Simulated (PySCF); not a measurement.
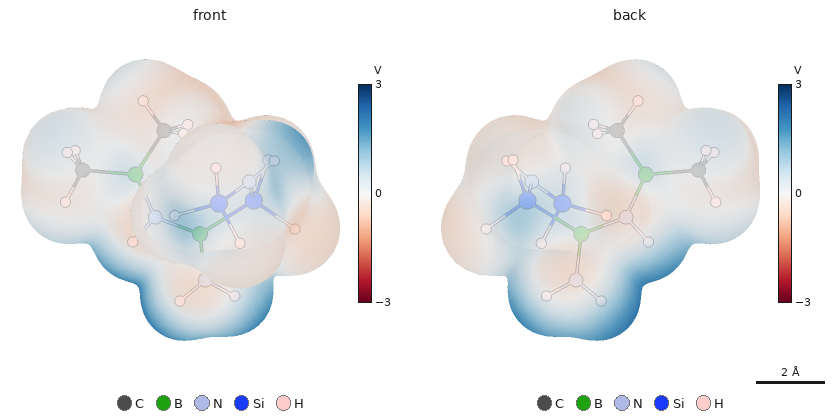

C2H15B2N3Si2 (SMILES CB(C)NB(N)[SiH2]N[SiH3]). The electrostatic potential painted on the density surface at 0.002 e/bohr³, seen from the front and from behind; red is negative and blue positive.

Geometry: GFN2-xTB.

All numbers below come from PBE0/pcSseg-1, SCF density, gas phase, non-relativistic (PySCF 2.14.0).

Input

```
{"job": {"kind": "nmr", "xc": "PBE0", "basis": "pcSseg-1"}, "charge": 0, "multiplicity": 1}
C     -0.978771     0.588055    -1.756623
B     -1.708478     0.105168    -0.437111
C     -3.206814     0.573043    -0.166839
N     -1.095133    -0.748771     0.500150
B      0.209543    -1.338970     0.609336
N      0.398309    -2.178509     1.714922
Si     1.748192    -1.076681    -0.571909
N      2.320635     0.576916    -0.459779
Si     2.177691     1.703739     0.835956
H     -0.735153    -0.253519    -2.402022
H     -1.582514     1.280304    -2.339342
H     -0.037383     1.081433    -1.529138
H     -3.604128     0.259330     0.797974
H     -3.295293     1.656728    -0.219168
H     -3.873424     0.179450    -0.933644
H     -1.696990    -0.992285     1.279673
H      1.263569    -2.650960     1.909427
H     -0.309437    -2.370340     2.407431
H      2.905039    -1.940122    -0.185394
H      1.657478    -1.312054    -2.029359
H      3.035739     0.804241    -1.132209
H      2.443184     3.029302     0.269147
H      0.816444     1.600008     1.361719
H      3.135959     1.444256     1.924283
```

Launched as:

```sh
OMP_NUM_THREADS=1 python probes_run.py task.json out
```

Q: Where is the surface potential most negative and most positive?

A: The most negative region (about −0.7 V, or −16 kcal/mol for a unit charge) lies over N8 and H12, the most positive (about +2.0 V, or +46 kcal/mol for a unit charge) over H16 and H18.

Q: What dipole moment does the calculation give?

A: Its dipole moment is 2.34 D.
